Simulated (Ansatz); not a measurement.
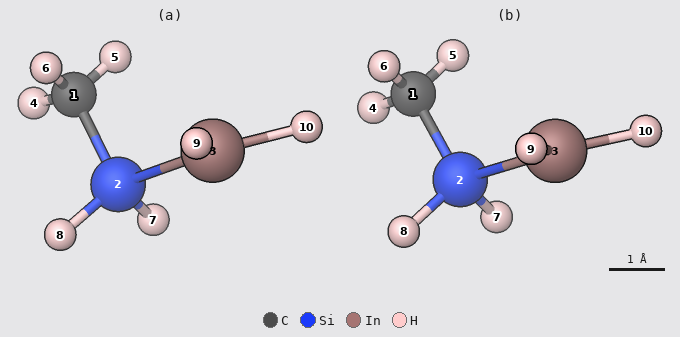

The structure of CH₇InSi before (left) and after (right) a relaxation, at one scale.

A ball-and-stick model, seen from a free direction.

The start comes from GFN2-xTB.

All numbers below come from Ansatz, RKS PBE0-D4/def2-TZVP. Set-up: force threshold 0.005 eV/Å; at most 150 steps.

Summarise the run.

Answer. The largest move after the best rigid fit is that of H9, 0.14 Å. Largest moves by element: H 0.14 Å, Si 0.11 Å, In 0.06 Å, C 0.02 Å. Some distances before and after: In3–H10 1.783 → 1.733 Å, C1–Si2 1.911 → 1.885 Å, Si2–In3 2.601 → 2.580 Å, Si2–H7 1.480 → 1.492 Å. Among the angles between lasting bonds that change: H9–In3–H10 105.9° → 116.4°, Si2–In3–H9 127.4° → 121.8°, C1–Si2–In3 106.6° → 111.9°. The energy falls by 0.080 eV in 7 accepted moves (9 points after the start). Largest force component: 0.74 eV/Å at the start, 0.0016 eV/Å at the end. The line search rejected the trial steps at points 4, 7 of the run. The run took 73 s on 2 threads of Arm Neoverse N1, on a shared host.
